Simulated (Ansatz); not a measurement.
The calculation's input:

```
crystal:
  periodic: [false, false, false]
  atoms:
    - {symbol: C, position_ang: [1.320764, 0.575847, 1.343394]}
    - {symbol: Sb, position_ang: [1.051499, -1.455674, 0.588669]}
    - {symbol: Si, position_ang: [-1.030908, -0.814727, -0.792143]}
    - {symbol: H, position_ang: [2.037599, 0.550180, 2.175759]}
    - {symbol: H, position_ang: [0.371141, 1.005129, 1.687821]}
    - {symbol: H, position_ang: [1.735503, 1.197401, 0.537522]}
    - {symbol: H, position_ang: [0.048283, -1.938502, 1.898445]}
    - {symbol: H, position_ang: [-1.760581, -2.041901, -1.237531]}
    - {symbol: H, position_ang: [-1.967613, 0.051216, -0.009378]}
    - {symbol: H, position_ang: [-0.595761, -0.058138, -2.007931]}
basis:
  gaussian:
    orbitals: def2-TZVPD
hamiltonian:
  xc: {name: PBE0}
output: {forces: true, orbitals: {seedname: orbitals}}
```

Command:

```sh
ansatz run input.yaml --threads 2 --pin off --max-ram 5220MiB --events-out events.jsonl --progress --plain --runs-dir runs
```

Geometry: PBE0-D4/def2-SVP; core potentials replace the inner electrons of Sb.

The calculation used isolated molecule in a Gaussian basis; Kohn-Sham density functional theory, functional PBE0 (Ansatz).

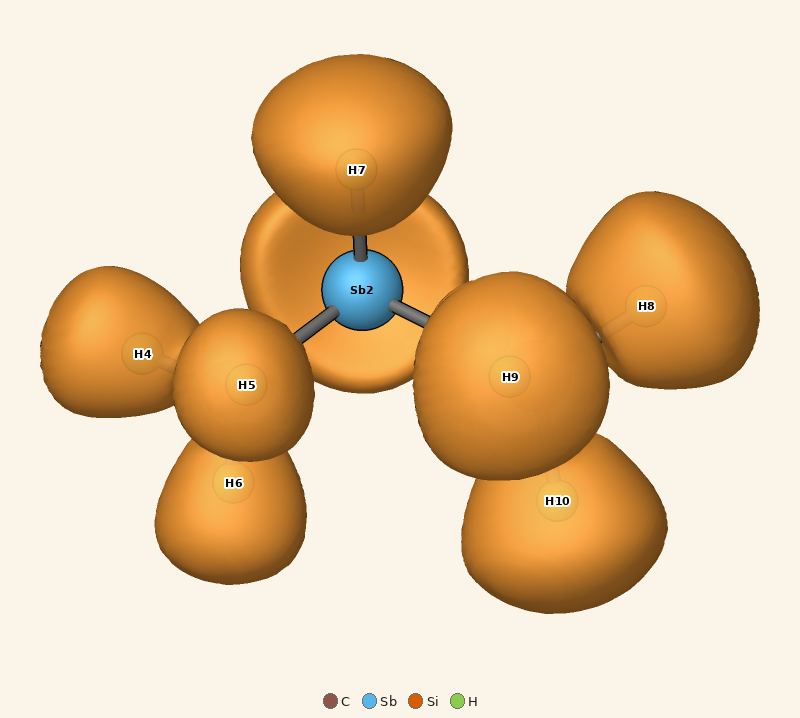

CH7SbSi (SMILES [CH3][SbH][SiH3]). Isosurface of the electron localisation function at 0.8 (orange), seen at a tilt. Only the valence region is drawn (cores and ρ < 0.01 e/Å³ removed).

### Identify the bonds, lone pairs and shells in this picture.

At this value the surface marks out one region between bonded Sb–Si atoms (shared pairs), seven regions around hydrogen nuclei, one lobe of the valence shell of C pointing towards Sb (polar bonds) and one lobe on Sb, pointing away from the bonds (lone pairs). Along the contacts the grid gives the following. C–Sb (2.18 Å): the ELF peaks at about 0.90 in the valence shell of C, 0.7 Å from its nucleus, and drops to about 0.20 between the two atoms. Si–Sb (2.58 Å): the ELF peaks at about 0.95 between the atoms; a shared electron pair.
